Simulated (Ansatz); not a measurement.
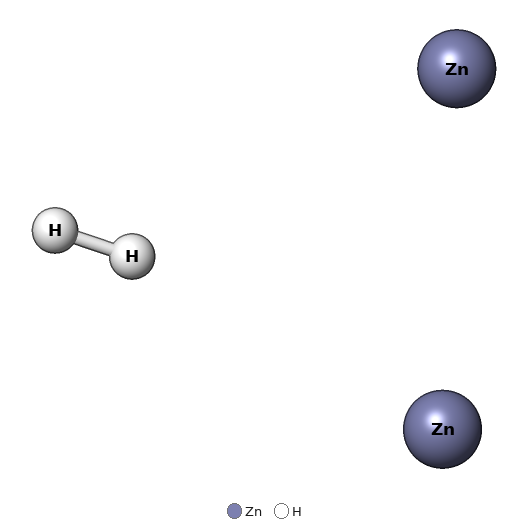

Computed geometry: PBE0-D4/def2-TZVP optimisation. No frequency run is at hand to confirm it as a minimum. Level of theory: RKS PBE0-D4/def2-TZVPP (Ansatz 0.2.0).

Predict the main results.

The species is Zn2H2.
- HOMO energy (Kohn–Sham orbital): −5.85 eV
- LUMO energy (Kohn–Sham orbital): −1.12 eV
- HOMO–LUMO gap: 4.74 eV
